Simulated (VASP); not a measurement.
Band structure of CuCl (zinc blende). Level of theory: PBE GGA with D4 dispersion, VASP's PBE PAW potentials (set 64) (plane waves; VASP).

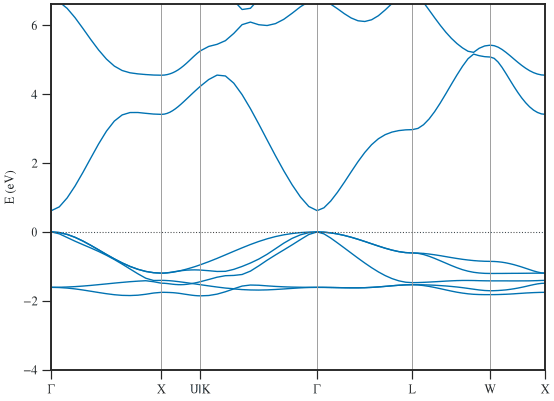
*Bands along high-symmetry lines, zero at the valence-band maximum or, without a gap, the Fermi level*

Question: Read the plot: is there a gap, and where are the band edges?

Answer: The gap is direct, 0.62 eV, from the valence maximum at Γ to the conduction minimum at Γ. (Edges off the drawn lines would not show.)

Measured: gap 3.39 eV at 2 K (computed value off by -2.77 eV), as given by arXiv:1206.3780.

The compound is CuCl in the zinc blende structure. It was relaxed first.
